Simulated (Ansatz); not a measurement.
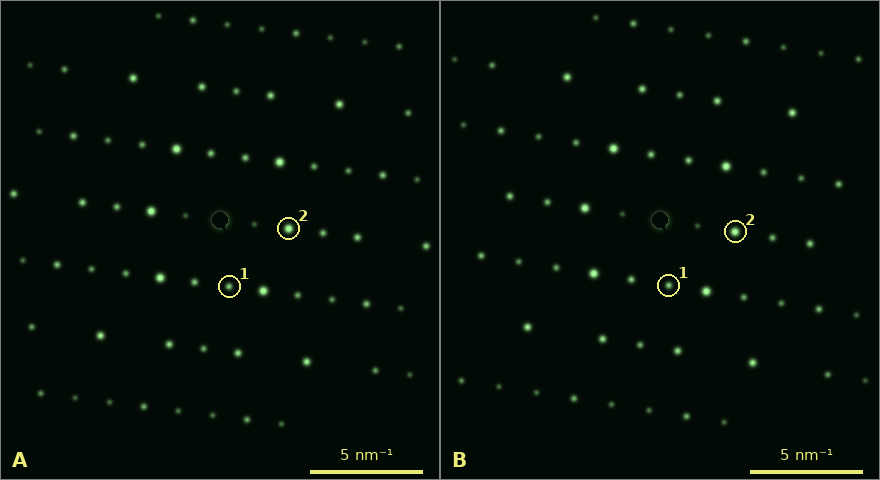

Kinematic electron diffraction patterns (120 kV, B = 0.5 Å², same scale) along [011] of the run's own cell, for the start and the end of one relaxation of Ca2PbSe3 with DFT PBE, scalar-relativistic, plane waves, PAW in Ansatz 0.2.0. k mesh 6×6×10. The start is a generated model structure, and the relaxation ends in the nearest stationary point of its symmetry, not necessarily the ground state. Spot 1 is -1 1 -1 and spot 2 is -2 0 0 in both.

Start structure:

```
Ca Pb Se
1.0
     6.75757    0.00000    0.00000
    -3.37878    5.85223    0.00000
     0.00000    0.00000    4.11481
Ca Pb Se
2 1 3
Direct
  0.33333 0.66667 0.00000
  0.66667 0.33333 0.00000
  0.00000 0.00000 0.00000
  0.50000 0.00000 0.50000
  0.50000 0.50000 0.50000
  0.00000 0.50000 0.50000
```

Q: Which pattern belongs to the start structure, and which to the relaxed one?

A: B is the start: its cell gives d(1) = 3.366 Å, d(2) = 2.926 Å and an angle of 73.3°. A is the relaxed structure, with d(1) = 3.310 Å (-1.7 %), d(2) = 3.209 Å (+9.7 %) and 75.1°.

Q: What did the relaxation do to the structure and the energy?

A: The volume changed by +12.9 % to 30.63 Å³ an atom; the fractional coordinates hardly changed; the space group stayed P6/mmm (No. 191); the free energy fell by 84 meV an atom. Relaxed cell: a = 7.411 Å, b = 7.411 Å, c = 3.864 Å, α = 90.00°, β = 90.00°, γ = 120.00°.
